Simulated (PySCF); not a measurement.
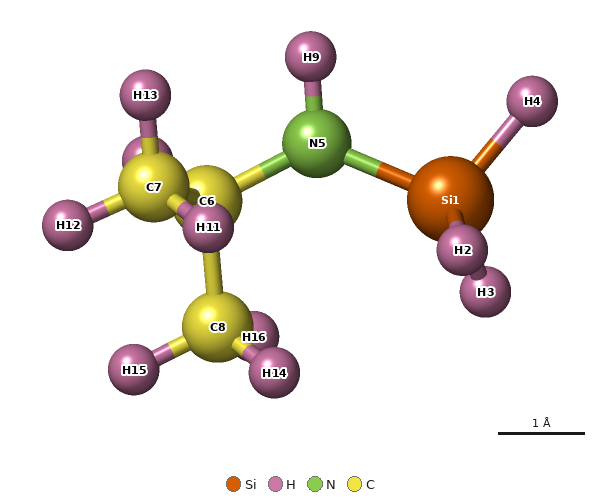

The structure as given in the input (ball-and-stick view, seen at a tilt; atoms are numbered from 1 in the order of the input). Bond lengths as drawn: C–C 1.52 to 1.53 Å, C–H 1.10 to 1.11 Å, C–N 1.46 Å, H–N 1.01 Å, H–Si 1.49 to 1.50 Å and N–Si 1.73 Å.

# What a change does: NMR shielding calculation on C3H11NSi

System: C3H11NSi (SiH3(NHiPr)), SMILES [H][Si]([H])([H])NC(C)C.
Method of run A: GIAO PBE0/pcSseg-1 NMR shielding, non-relativistic, gas phase (PySCF 2.14.0).

The geometry comes from this level: PBE0-D3(BJ)/def2-SVP. Text and figures count atoms from 1; the logs count them from 0 in places.

## Input file, run A
```
{"job": {"kind": "nmr", "xc": "PBE0", "basis": "pcSseg-1"}, "charge": 0, "multiplicity": 1}
Si    -0.219764     1.933630     0.757991
H      1.060881     1.793761     1.533152
H      0.103744     2.765477    -0.441881
H     -1.202825     2.663015     1.614393
N     -0.997661     0.443768     0.329758
C     -0.403584    -0.687279    -0.366754
C      0.258049    -1.674221     0.592987
C      0.574257    -0.204240    -1.427327
H     -1.770210     0.175859     0.929817
H     -1.218017    -1.221173    -0.892303
H      1.098963    -1.195226     1.120492
H      0.643802    -2.558685     0.061355
H     -0.458993    -2.023612     1.352351
H      1.429148     0.323996    -0.970166
H      0.982879    -1.052682    -1.995133
H      0.084972     0.483671    -2.132312
```

The first line tells a small driver script what to run in PySCF; the rest is the geometry in Å.

Launched with:
```bash
OMP_NUM_THREADS=1 python <driver script> task.json out
```

Hardware: 1 CPU thread, shared host.

## Output (run A)
```
coarse grid: 12768 points
cycle   1  E = -464.7495367768  dE =  1.570e-01  |g| = 4.354e-01  |ddm| = 3.301e+00
cycle   2  E = -464.7235560319  dE =  2.598e-02  |g| = 5.551e-01  |ddm| = 8.948e-01
cycle   3  E = -464.7946982665  dE = -7.114e-02  |g| = 6.757e-02  |ddm| = 5.606e-01
cycle   4  E = -464.7955724393  dE = -8.742e-04  |g| = 2.509e-02  |ddm| = 7.551e-02
cycle   5  E = -464.7957143807  dE = -1.419e-04  |g| = 3.622e-03  |ddm| = 2.171e-02
cycle   6  E = -464.7957168028  dE = -2.422e-06  |g| = 1.219e-03  |ddm| = 4.138e-03
final grid: 115640 points
cycle   7  E = -464.8234476296  dE = -2.446e-05  |g| = 8.113e-03  |ddm| = 2.212e-02
cycle   8  E = -464.8234372925  dE =  1.034e-05  |g| = 1.041e-02  |ddm| = 1.659e-02
cycle   9  E = -464.8234643440  dE = -2.705e-05  |g| = 7.913e-04  |ddm| = 9.548e-03
cycle  10  E = -464.8234644670  dE = -1.230e-07  |g| = 2.485e-04  |ddm| = 8.306e-04
cycle  11  E = -464.8234644796  dE = -1.261e-08  |g| = 3.976e-05  |ddm| = 2.087e-04
cycle  12  E = -464.8234644799  dE = -2.963e-10  |g| = 1.789e-05  |ddm| = 4.912e-05
converged SCF energy = -464.8234644799

GIAO shielding tensors (ppm)
atom      isotropic    diamagn.    paramagn.     s11        s22        s33       span
  0 Si     417.632     879.381    -461.748    375.226    401.692    475.979    100.753
  1 H       26.436      29.229      -2.793     22.620     24.853     31.835      9.216
  2 H       26.672      29.122      -2.450     23.128     25.189     31.698      8.569
  3 H       26.920      28.575      -1.655     23.850     24.899     32.012      8.162
  4 N      230.740     322.912     -92.172    188.292    215.586    288.340    100.048
  5 C      138.484     241.010    -102.527    120.071    135.603    159.777     39.706
  6 C      156.590     248.107     -91.517    134.215    151.783    183.771     49.556
  7 C      160.533     249.266     -88.733    147.162    152.747    181.691     34.529
  8 H       31.265      33.367      -2.103     22.093     29.563     42.138     20.045
  9 H       28.201      30.461      -2.260     24.294     26.608     33.700      9.405
 10 H       30.021      30.619      -0.598     27.011     29.021     34.030      7.019
 11 H       30.323      29.681       0.642     25.928     28.009     37.031     11.103
 12 H       30.306      30.064       0.242     26.602     28.079     36.238      9.636
 13 H       30.150      31.444      -1.294     27.043     29.170     34.238      7.195
 14 H       30.155      29.855       0.300     26.033     27.900     36.532     10.500
 15 H       29.741      30.390      -0.649     25.930     27.251     36.042     10.112
```

For run B the input was changed thus:
```diff
-"xc": "PBE0"
+"xc": "B3LYP"
+"pop": false
```

What does this change do to the results?

The total energies belong to different methods, so their difference says nothing on which is more stable or more accurate. The HOMO goes from −6.68 to −6.44 eV. The LUMO goes from 0.79 to 0.54 eV. Of all shieldings, the largest change is that of Si1, by −10.1 ppm. The functional changes from PBE0 to B3LYP. The number of SCF iterations is the same.

## Output (run B)
```
coarse grid: 12768 points
cycle   1  E = -465.0987886392  dE =  1.403e-01  |g| = 5.050e-01  |ddm| = 3.325e+00
cycle   2  E = -465.0421455705  dE =  5.664e-02  |g| = 7.058e-01  |ddm| = 1.124e+00
cycle   3  E = -465.1583439753  dE = -1.162e-01  |g| = 8.788e-02  |ddm| = 7.616e-01
cycle   4  E = -465.1598973742  dE = -1.553e-03  |g| = 2.968e-02  |ddm| = 9.754e-02
cycle   5  E = -465.1600958624  dE = -1.985e-04  |g| = 4.784e-03  |ddm| = 2.555e-02
cycle   6  E = -465.1601001225  dE = -4.260e-06  |g| = 1.859e-03  |ddm| = 5.551e-03
final grid: 115640 points
cycle   7  E = -465.1950052437  dE = -2.183e-05  |g| = 6.800e-03  |ddm| = 1.823e-02
cycle   8  E = -465.1949961953  dE =  9.048e-06  |g| = 9.029e-03  |ddm| = 1.388e-02
cycle   9  E = -465.1950169878  dE = -2.079e-05  |g| = 6.032e-04  |ddm| = 8.264e-03
cycle  10  E = -465.1950170543  dE = -6.659e-08  |g| = 2.410e-04  |ddm| = 7.020e-04
cycle  11  E = -465.1950170659  dE = -1.156e-08  |g| = 4.363e-05  |ddm| = 2.159e-04
cycle  12  E = -465.1950170663  dE = -3.845e-10  |g| = 1.394e-05  |ddm| = 5.720e-05
converged SCF energy = -465.1950170663

GIAO shielding tensors (ppm)
atom      isotropic    diamagn.    paramagn.     s11        s22        s33       span
  0 Si     407.494     879.189    -471.694    366.069    391.000    465.414     99.345
  1 H       26.597      29.562      -2.965     22.839     25.029     31.923      9.083
  2 H       26.863      29.425      -2.562     23.391     25.400     31.797      8.406
  3 H       27.146      28.791      -1.645     24.119     25.147     32.171      8.052
  4 N      223.660     322.470     -98.810    180.917    208.734    281.328    100.411
  5 C      131.263     240.874    -109.611    113.097    128.428    152.264     39.167
  6 C      150.682     247.151     -96.469    127.652    145.634    178.760     51.107
  7 C      154.708     248.225     -93.517    140.928    146.754    176.441     35.513
  8 H       31.355      33.395      -2.040     22.468     29.907     41.689     19.222
  9 H       28.290      30.401      -2.111     24.486     26.853     33.531      9.045
 10 H       30.116      30.944      -0.828     27.304     29.154     33.891      6.587
 11 H       30.399      29.699       0.700     26.175     28.231     36.790     10.615
 12 H       30.420      30.167       0.253     26.926     28.296     36.039      9.113
 13 H       30.244      31.764      -1.521     27.307     29.339     34.086      6.780
 14 H       30.251      29.881       0.370     26.328     28.137     36.289      9.960
 15 H       29.833      30.492      -0.659     26.203     27.468     35.827      9.624
```

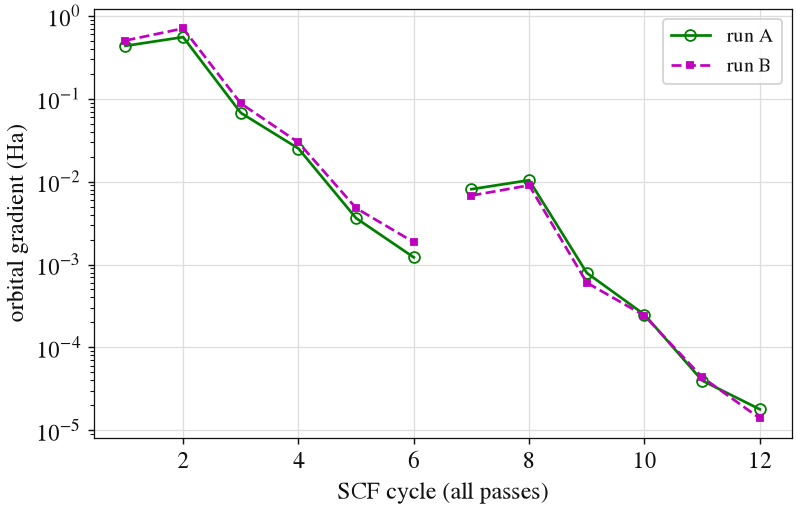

Convergence of the two runs: orbital gradient against the SCF cycle. A break in a curve parts two SCF passes (coarse and final grid). Run A takes 12 cycles in all, and run B takes 12.

## The two runs side by side

| quantity | run A | run B |
| --- | --- | --- |
| outcome | converged | converged |
| total energy (hartree) | −464.823464 | −465.195017 |
| HOMO (eV) | −6.68 | −6.44 |
| LUMO (eV) | 0.79 | 0.54 |
| dipole moment (D) | 1.33 | 1.32 |
| shielding of Si1 (ppm) | 417.6 | 407.5 |
| shielding of H3 (ppm) | 26.7 | 26.9 |
| shielding of H4 (ppm) | 26.9 | 27.1 |
| shielding of N5 (ppm) | 230.7 | 223.7 |
| shielding of C6 (ppm) | 138.5 | 131.3 |
| shielding of C7 (ppm) | 156.6 | 150.7 |
| shielding of C8 (ppm) | 160.5 | 154.7 |
| SCF iterations | 12 | 12 |
| basis functions | 147 | 147 |
| wall time (shared host) | 19 s | 12 s |
